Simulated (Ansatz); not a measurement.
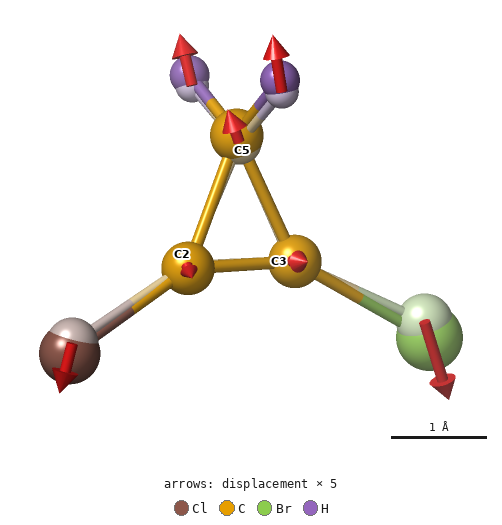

This is a relaxation of C3H2BrCl (coarse preliminary run). The starting structure is drawn faded, the final one solid; red arrows show the displacements, magnified 5 times. The two geometries are superimposed by the best rigid fit.

A ball-and-stick model, seen at a tilt.

The start comes from a force field.

Theory: RKS PBE-D4/def2-SVP (Ansatz).

The input:
```yaml
crystal:
  periodic: [false, false, false]
  atoms:
    - {symbol: Cl, position_ang: [0.222600, -0.940600, 2.260200]}
    - {symbol: C, position_ang: [0.029500, -0.399200, 0.725600]}
    - {symbol: C, position_ang: [-0.222000, -0.585700, -0.536500]}
    - {symbol: Br, position_ang: [-0.495800, -1.506000, -1.953600]}
    - {symbol: C, position_ang: [0.114500, 0.754700, -0.129800]}
    - {symbol: H, position_ang: [1.096800, 1.150500, -0.344900]}
    - {symbol: H, position_ang: [-0.684300, 1.458200, -0.066800]}
basis:
  gaussian: {orbitals: def2-SVP}
hamiltonian: {xc: pbe, dispersion: d4}
relax: {f_tol: 0.03, max_steps: 200}
```

Question: What happened in the run?

Answer: Br4 moves most after the best rigid fit: 0.19 Å. By element the largest moves are Br 0.19 Å, H 0.12 Å, Cl 0.11 Å, C 0.08 Å. Among the contacts that change: C3–Br4 1.712 → 1.846 Å, C3–C5 1.441 → 1.518 Å, C2–C5 1.439 → 1.514 Å, Cl1–C2 1.639 → 1.691 Å. Bond angles that change, for instance: C2–C3–Br4 155.7° → 151.1°, Br4–C3–C5 140.5° → 144.7°, H6–C5–H7 116.8° → 113.7°. The energy falls by 53.9 kJ/mol in 5 geometry steps. Largest force component: 3.3 eV/Å at the start, 0.02 eV/Å at the end. The run took about 26 core-seconds on a shared host.
